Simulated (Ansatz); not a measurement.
Process, species as SMILES: FC=C → F[C]=C + H atom
B3LYP-D3(BJ)/def2-TZVP geometries, fixed; electronic energies without zero-point terms.
Largest species:
```xyz
6

C      0.0048     0.4339    -0.0020
C      1.1838    -0.1536     0.0049
F     -1.1460    -0.2672    -0.0028
H     -0.1758     1.5010    -0.0077
H      1.2800    -1.2303     0.0104
H      2.0778     0.4520     0.0052
```
Charge 0, spin multiplicity 1.

Basis-set convergence of the bond dissociation energy at MP2 with Ansatz (a quantum-chemistry and plane-wave program). Cartesian d functions, on some or all atoms, in 6-31G**, 6-31+G*; all else is spherical. Cores are frozen. An unrestricted Hartree-Fock determinant is markedly spin-contaminated. Open shells are unrestricted. No added dispersion term, no relativity. Functions are those of the species that has most. Reference: Hartree-Fock in aug-cc-pVQZ plus the correlation part extrapolated as X^-3 from aug-cc-pVTZ and aug-cc-pVQZ, 125.31 kcal/mol, itself unsure by roughly 0.31 kcal/mol (a third of the extrapolation step and of the last Hartree-Fock step). Deviations are taken from unrounded values.

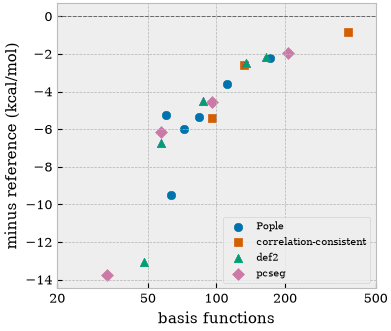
Deviation from the reference against the number of basis functions, by family of sets.

```json
[
 {"basis": "pcseg-0", "functions": "33", "bond dissociation energy (kcal/mol)": "111.54", "minus reference (kcal/mol)": "-13.77"},
 {"basis": "def2-SV(P)", "functions": "48", "bond dissociation energy (kcal/mol)": "112.24", "minus reference (kcal/mol)": "-13.07"},
 {"basis": "def2-SVP", "functions": "57", "bond dissociation energy (kcal/mol)": "118.55", "minus reference (kcal/mol)": "-6.76"},
 {"basis": "pcseg-1", "functions": "57", "bond dissociation energy (kcal/mol)": "119.18", "minus reference (kcal/mol)": "-6.13"},
 {"basis": "6-31G**", "functions": "60", "bond dissociation energy (kcal/mol)": "120.05", "minus reference (kcal/mol)": "-5.26"},
 {"basis": "6-31+G*", "functions": "63", "bond dissociation energy (kcal/mol)": "115.79", "minus reference (kcal/mol)": "-9.52"},
 {"basis": "6-311G**", "functions": "72", "bond dissociation energy (kcal/mol)": "119.31", "minus reference (kcal/mol)": "-6.00"},
 {"basis": "6-311+G**", "functions": "84", "bond dissociation energy (kcal/mol)": "119.93", "minus reference (kcal/mol)": "-5.37"},
 {"basis": "def2-SVPD", "functions": "87", "bond dissociation energy (kcal/mol)": "120.80", "minus reference (kcal/mol)": "-4.50"},
 {"basis": "aug-cc-pVDZ", "functions": "96", "bond dissociation energy (kcal/mol)": "119.92", "minus reference (kcal/mol)": "-5.38"},
 {"basis": "aug-pcseg-1", "functions": "96", "bond dissociation energy (kcal/mol)": "120.76", "minus reference (kcal/mol)": "-4.55"},
 {"basis": "6-311++G(2d,2p)", "functions": "111", "bond dissociation energy (kcal/mol)": "121.69", "minus reference (kcal/mol)": "-3.61"},
 {"basis": "cc-pVTZ", "functions": "132", "bond dissociation energy (kcal/mol)": "122.70", "minus reference (kcal/mol)": "-2.61"},
 {"basis": "def2-TZVPP", "functions": "135", "bond dissociation energy (kcal/mol)": "122.85", "minus reference (kcal/mol)": "-2.46"},
 {"basis": "def2-TZVPPD", "functions": "165", "bond dissociation energy (kcal/mol)": "123.15", "minus reference (kcal/mol)": "-2.15"},
 {"basis": "6-311++G(3df,3pd)", "functions": "171", "bond dissociation energy (kcal/mol)": "123.10", "minus reference (kcal/mol)": "-2.20"},
 {"basis": "aug-pcseg-2", "functions": "207", "bond dissociation energy (kcal/mol)": "123.35", "minus reference (kcal/mol)": "-1.96"},
 {"basis": "aug-cc-pVQZ", "functions": "378", "bond dissociation energy (kcal/mol)": "124.45", "minus reference (kcal/mol)": "-0.85"}
]
```
